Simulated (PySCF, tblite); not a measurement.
# C₆H₁₃B: a rotation path, then NMR shifts on frames, part 2 of 2

tblite 0.8.0 and PySCF 2.14.0. Atoms count from 0.

**5. NMR shieldings: image 4, PBE0/pcSseg-1**

The job: settings as JSON, then the geometry in Å.

```
{"job": {"kind": "nmr", "xc": "PBE0", "basis": "pcSseg-1", "pop": false}, "charge": 0, "multiplicity": 1}
C     -2.337300     0.696600     0.142100
C     -1.552400    -0.057200    -0.928100
C     -0.146500    -0.541700    -0.510000
C      0.313200    -0.188400     0.917600
B      1.882100    -0.167100     0.859900
C      2.279500    -0.222100    -0.660900
C      0.961900     0.017900    -1.413800
H     -1.853300     1.633900     0.408700
H     -2.447000     0.091900     1.038700
H     -3.329900     0.933100    -0.236000
H     -1.453900     0.593800    -1.800500
H     -2.148200    -0.917900    -1.239900
H     -0.118000    -1.634200    -0.596800
H     -0.139100    -0.839900     1.665300
H     -0.008900     0.827100     1.165000
H      2.610000    -0.100400     1.769900
H      3.064300     0.462700    -0.982500
H      2.656000    -1.225400    -0.886800
H      0.816400     1.093200    -1.543200
H      0.945900    -0.445200    -2.400900
```

With the program's defaults for keys left out, this is: GIAO PBE0/pcSseg-1 NMR shielding, non-relativistic, gas phase.

Standard output:

```text
coarse grid: 15664 points
cycle   1  E = -260.8312501794  dE =  6.350e-01  |g| = 4.849e-01  |ddm| = 3.787e+00
cycle   2  E = -260.8130815964  dE =  1.817e-02  |g| = 5.645e-01  |ddm| = 9.684e-01
cycle   3  E = -260.8966708554  dE = -8.359e-02  |g| = 4.300e-02  |ddm| = 5.690e-01
cycle   4  E = -260.8970182438  dE = -3.474e-04  |g| = 1.934e-02  |ddm| = 6.203e-02
cycle   5  E = -260.8971016533  dE = -8.341e-05  |g| = 5.695e-03  |ddm| = 2.041e-02
cycle   6  E = -260.8971093508  dE = -7.698e-06  |g| = 6.137e-04  |ddm| = 5.408e-03
final grid: 148296 points
cycle   7  E = -260.9395182658  dE = -6.289e-05  |g| = 9.731e-03  |ddm| = 3.945e-02
cycle   8  E = -260.9395081231  dE =  1.014e-05  |g| = 1.168e-02  |ddm| = 1.942e-02
cycle   9  E = -260.9395433370  dE = -3.521e-05  |g| = 6.105e-04  |ddm| = 1.087e-02
cycle  10  E = -260.9395434145  dE = -7.747e-08  |g| = 2.425e-04  |ddm| = 8.489e-04
cycle  11  E = -260.9395434283  dE = -1.378e-08  |g| = 5.244e-05  |ddm| = 2.270e-04
cycle  12  E = -260.9395434289  dE = -6.485e-10  |g| = 9.545e-06  |ddm| = 6.092e-05
converged SCF energy = -260.9395434289

GIAO shielding tensors (ppm)
atom      isotropic    diamagn.    paramagn.     s11        s22        s33       span
  0 C      173.262     247.099     -73.838    163.466    175.274    181.045     17.579
  1 C      159.861     245.774     -85.914    142.870    157.354    179.358     36.488
  2 C      145.425     249.437    -104.012    115.894    152.305    168.077     52.184
  3 C      150.357     251.299    -100.942    132.212    154.177    164.682     32.471
  4 B        4.239     189.412    -185.173    -71.104    -29.475    113.297    184.402
  5 C      153.248     253.434    -100.186    139.014    151.550    169.181     30.167
  6 C      145.491     249.835    -104.343    109.425    154.156    172.893     63.468
  7 H       30.669      30.843      -0.174     26.387     29.740     35.880      9.493
  8 H       30.734      30.456       0.279     26.061     29.520     36.622     10.561
  9 H       30.686      27.720       2.966     25.749     27.920     38.388     12.639
 10 H       30.334      31.420      -1.086     24.471     31.296     35.235     10.764
 11 H       29.708      30.694      -0.987     24.178     28.988     35.957     11.780
 12 H       29.605      34.158      -4.553     26.230     27.932     34.652      8.423
 13 H       29.815      31.708      -1.893     25.566     28.046     35.833     10.267
 14 H       30.816      32.393      -1.577     25.497     31.051     35.901     10.404
 15 H       23.347      29.444      -6.098     17.894     25.247     26.899      9.005
 16 H       29.762      29.417       0.345     24.869     28.261     36.157     11.287
 17 H       30.640      29.949       0.691     25.089     28.872     37.959     12.870
 18 H       30.624      33.007      -2.384     25.842     31.064     34.964      9.122
 19 H       29.429      31.898      -2.469     24.570     28.720     34.998     10.428
```

Wall time 39 s (1 thread of Intel Xeon Platinum 8375C at 2.90GHz, shared host); peak memory 0.86 GiB.

This run: δ C2 41.5, C6 41.4, C3 36.6, C5 33.7, H15 8.37, H19 2.29 ppm.

**6. Nuclear shieldings: image 6, PBE0/pcSseg-1**

The job: settings as JSON, then the geometry in Å.

```
{"job": {"kind": "nmr", "xc": "PBE0", "basis": "pcSseg-1", "pop": false}, "charge": 0, "multiplicity": 1}
C     -2.168900     0.913300    -0.026100
C     -1.603700    -0.245100    -0.842800
C     -0.150300    -0.632100    -0.519900
C      0.293100    -0.434500     0.941300
B      1.852100    -0.261500     0.884700
C      2.229700    -0.071200    -0.630700
C      0.885700     0.144700    -1.345300
H     -1.548100     1.803200    -0.108100
H     -2.251900     0.636600     1.022700
H     -3.166000     1.161500    -0.384600
H     -1.655600     0.013400    -1.903900
H     -2.248400    -1.113600    -0.689600
H     -0.029500    -1.694500    -0.765200
H     -0.100700    -1.208900     1.599600
H     -0.107600     0.513100     1.313500
H      2.584600    -0.247200     1.793600
H      2.947700     0.717100    -0.857900
H      2.689700    -0.998900    -0.988800
H      0.639800     1.208700    -1.341800
H      0.903200    -0.193600    -2.382500
```

Method: GIAO PBE0/pcSseg-1 NMR shielding, non-relativistic, gas phase.

Standard output:

```text
coarse grid: 15664 points
cycle   1  E = -260.8350680965  dE =  6.361e-01  |g| = 4.853e-01  |ddm| = 3.769e+00
cycle   2  E = -260.8158652793  dE =  1.920e-02  |g| = 5.685e-01  |ddm| = 9.711e-01
cycle   3  E = -260.9005651797  dE = -8.470e-02  |g| = 4.399e-02  |ddm| = 5.721e-01
cycle   4  E = -260.9009308494  dE = -3.657e-04  |g| = 1.936e-02  |ddm| = 6.368e-02
cycle   5  E = -260.9010141552  dE = -8.331e-05  |g| = 5.735e-03  |ddm| = 2.051e-02
cycle   6  E = -260.9010219501  dE = -7.795e-06  |g| = 6.565e-04  |ddm| = 5.506e-03
final grid: 148296 points
cycle   7  E = -260.9434636049  dE = -6.064e-05  |g| = 9.464e-03  |ddm| = 3.870e-02
cycle   8  E = -260.9434534979  dE =  1.011e-05  |g| = 1.145e-02  |ddm| = 1.887e-02
cycle   9  E = -260.9434872568  dE = -3.376e-05  |g| = 6.035e-04  |ddm| = 1.057e-02
cycle  10  E = -260.9434873317  dE = -7.483e-08  |g| = 2.338e-04  |ddm| = 8.526e-04
cycle  11  E = -260.9434873443  dE = -1.268e-08  |g| = 5.047e-05  |ddm| = 2.146e-04
cycle  12  E = -260.9434873449  dE = -5.998e-10  |g| = 9.030e-06  |ddm| = 6.083e-05
converged SCF energy = -260.9434873449

GIAO shielding tensors (ppm)
atom      isotropic    diamagn.    paramagn.     s11        s22        s33       span
  0 C      176.204     247.670     -71.466    171.670    175.991    180.953      9.283
  1 C      160.729     245.514     -84.785    151.190    156.539    174.457     23.267
  2 C      143.897     249.309    -105.412    118.129    150.139    163.424     45.294
  3 C      150.950     251.291    -100.341    135.400    152.191    165.259     29.859
  4 B        4.221     189.529    -185.308    -69.878    -29.775    112.314    182.192
  5 C      153.264     253.323    -100.059    139.161    152.194    168.437     29.276
  6 C      150.177     249.648     -99.470    114.019    162.877    173.637     59.617
  7 H       31.019      31.032      -0.012     26.405     30.238     36.415     10.011
  8 H       30.660      30.623       0.037     25.605     29.839     36.537     10.932
  9 H       30.680      27.931       2.749     25.930     27.745     38.366     12.436
 10 H       30.070      31.113      -1.043     24.585     29.875     35.749     11.163
 11 H       29.925      30.693      -0.768     24.468     28.685     36.623     12.155
 12 H       29.556      33.968      -4.413     26.068     27.932     34.668      8.600
 13 H       30.021      31.365      -1.344     25.588     27.957     36.518     10.930
 14 H       30.845      32.302      -1.457     25.022     31.876     35.637     10.616
 15 H       23.358      29.445      -6.087     18.027     25.169     26.878      8.851
 16 H       29.763      29.529       0.234     24.855     28.239     36.195     11.341
 17 H       30.601      29.909       0.692     25.020     28.862     37.922     12.902
 18 H       30.417      32.911      -2.494     25.296     31.380     34.574      9.278
 19 H       29.712      32.015      -2.303     24.627     28.748     35.761     11.134
```

It took 36 s on 1 thread of Intel Xeon Platinum 8375C at 2.90GHz, shared host; peak memory 0.87 GiB.

In short: δ C2 43.0, C6 36.7, C3 36.0, C5 33.7, H15 8.36, H12 2.16 ppm.

**7. NMR shieldings: image 8, PBE0/pcSseg-1**

The job: settings as JSON, then the geometry in Å.

```
{"job": {"kind": "nmr", "xc": "PBE0", "basis": "pcSseg-1", "pop": false}, "charge": 0, "multiplicity": 1}
C     -2.103000     1.032100    -0.255000
C     -1.631200    -0.337600    -0.732300
C     -0.148300    -0.647000    -0.500900
C      0.316200    -0.602000     0.966400
B      1.870800    -0.386100     0.891700
C      2.196400     0.006500    -0.597700
C      0.826200     0.279700    -1.237500
H     -1.533500     1.830800    -0.723300
H     -2.011900     1.127800     0.824400
H     -3.150800     1.169100    -0.514700
H     -1.832500    -0.421400    -1.803800
H     -2.224700    -1.105600    -0.228800
H      0.024200    -1.666500    -0.868700
H     -0.044000    -1.460100     1.534800
H     -0.112500     0.280300     1.451500
H      2.635300    -0.491200     1.767800
H      2.891000     0.833300    -0.749700
H      2.656600    -0.860000    -1.084200
H      0.555000     1.320500    -1.057400
H      0.815600     0.108200    -2.314600
```

Level: GIAO PBE0/pcSseg-1 NMR shielding, non-relativistic, gas phase.

Standard output:

```text
coarse grid: 15664 points
cycle   1  E = -260.8381998291  dE =  6.413e-01  |g| = 4.862e-01  |ddm| = 3.764e+00
cycle   2  E = -260.8185510575  dE =  1.965e-02  |g| = 5.707e-01  |ddm| = 9.757e-01
cycle   3  E = -260.9039278125  dE = -8.538e-02  |g| = 4.406e-02  |ddm| = 5.744e-01
cycle   4  E = -260.9042900848  dE = -3.623e-04  |g| = 1.980e-02  |ddm| = 6.334e-02
cycle   5  E = -260.9043777696  dE = -8.768e-05  |g| = 5.586e-03  |ddm| = 2.059e-02
cycle   6  E = -260.9043851583  dE = -7.389e-06  |g| = 6.594e-04  |ddm| = 5.443e-03
final grid: 148296 points
cycle   7  E = -260.9460563844  dE = -5.485e-05  |g| = 9.400e-03  |ddm| = 3.651e-02
cycle   8  E = -260.9460460153  dE =  1.037e-05  |g| = 1.144e-02  |ddm| = 1.891e-02
cycle   9  E = -260.9460796723  dE = -3.366e-05  |g| = 5.784e-04  |ddm| = 1.059e-02
cycle  10  E = -260.9460797423  dE = -6.997e-08  |g| = 2.238e-04  |ddm| = 7.962e-04
cycle  11  E = -260.9460797540  dE = -1.171e-08  |g| = 4.416e-05  |ddm| = 1.996e-04
cycle  12  E = -260.9460797544  dE = -4.627e-10  |g| = 9.177e-06  |ddm| = 5.753e-05
converged SCF energy = -260.9460797544

GIAO shielding tensors (ppm)
atom      isotropic    diamagn.    paramagn.     s11        s22        s33       span
  0 C      179.331     247.667     -68.337    174.100    177.643    186.249     12.149
  1 C      159.432     245.184     -85.752    150.129    157.256    170.912     20.783
  2 C      141.915     249.716    -107.801    118.307    146.368    161.071     42.764
  3 C      150.436     251.461    -101.025    140.048    145.919    165.340     25.292
  4 B        4.089     189.632    -185.543    -69.822    -30.946    113.035    182.856
  5 C      152.530     253.066    -100.535    139.117    151.001    167.473     28.356
  6 C      154.476     249.561     -95.085    125.348    162.417    175.662     50.314
  7 H       30.869      30.914      -0.045     25.341     30.795     36.469     11.128
  8 H       30.746      30.799      -0.054     25.467     30.174     36.596     11.129
  9 H       30.744      28.029       2.716     26.087     27.720     38.427     12.340
 10 H       29.914      30.880      -0.966     24.775     28.795     36.172     11.397
 11 H       30.004      30.864      -0.860     25.079     28.495     36.439     11.360
 12 H       29.654      34.037      -4.383     26.446     27.867     34.649      8.203
 13 H       30.074      31.272      -1.198     25.504     28.133     36.586     11.082
 14 H       30.739      32.009      -1.271     24.886     31.414     35.916     11.030
 15 H       23.334      29.371      -6.037     18.043     25.104     26.855      8.812
 16 H       29.695      29.537       0.158     24.669     28.258     36.157     11.489
 17 H       30.580      29.927       0.653     25.030     28.812     37.899     12.869
 18 H       30.263      33.197      -2.934     24.457     31.650     34.683     10.226
 19 H       29.968      32.140      -2.171     24.777     28.735     36.392     11.615
```

It took 34 s on 1 thread of Intel Xeon Platinum 8375C at 2.90GHz, shared host; peak memory 0.87 GiB.

In short: δ C2 45.0, C3 36.5, C5 34.4, C6 32.4, H15 8.38, H12 2.06 ppm.

**8. Side by side: NMR shifts**

Shifts (ppm) of some atoms, chosen among heavy atoms and hydrogens apart, with basis size and wall time:

| frame | C2 | C3 | C6 | C1 | C0 | H12 | H10 | functions | time |
| --- | --- | --- | --- | --- | --- | --- | --- | --- | --- |
| image 0 | 48.1 | 39.9 | 38.8 | 35.5 | 16.2 | 1.55 | 0.98 | 184 | 37 s |
| image 2 | 44.9 | 38.0 | 40.8 | 31.8 | 15.0 | 1.90 | 1.11 | 184 | 38 s |
| image 4 | 41.5 | 36.6 | 41.4 | 27.1 | 13.7 | 2.11 | 1.38 | 184 | 39 s |
| image 6 | 43.0 | 36.0 | 36.7 | 26.2 | 10.7 | 2.16 | 1.65 | 184 | 36 s |
| image 8 | 45.0 | 36.5 | 32.4 | 27.5 | 7.6 | 2.06 | 1.80 | 184 | 34 s |

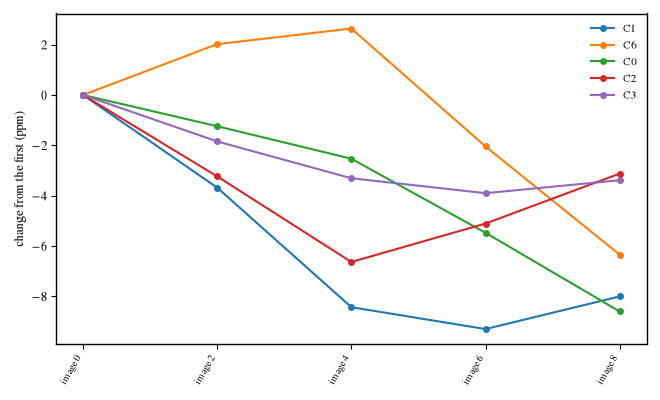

How five of the tabulated atoms move from run to run.

**9. Results**

The summary covers parts 1 to 2.

| quantity | value |
| --- | --- |
| barrier | 0.191 eV (4.4 kcal/mol) at image 4 |
| end to end (GFN2-xTB) | 0.062 eV |
| ¹³C shifts against TMS (PBE0/pcSseg-1, image 0) | 48.1, 39.9, 38.8, 35.5, 34.2, 16.2 ppm |
| ¹H shifts against TMS (PBE0/pcSseg-1, image 0) | 8.41, 2.23, 2.17, 1.98, 1.94, 1.55, 1.25, 1.24, 1.14, 1.11, 0.98, 0.86, 0.38 ppm |
| ¹¹B shifts against BF3·OEt2 (PBE0/pcSseg-1, image 0) | 96.0 ppm |
| range of the shift of C1 | 26.2 to 35.5 ppm |

What this shows: Along the band the dihedral turns by 125°, and the top (dihedral -1°) lies 4.4 kcal/mol above the start (GFN2-xTB, rough), so at room temperature this motion is fast. The top was not checked by a frequency run. Shifts at one fixed geometry are not the observed spectrum, which averages over the motion. In the first frame run (image 0): The largest span, 183 ppm, is at B4, where the paramagnetic term is -186 ppm. In ppm, C1 moves most: its shift spreads over 9.3 ppm, from 26.2 (image 6) to 35.5 (image 0).
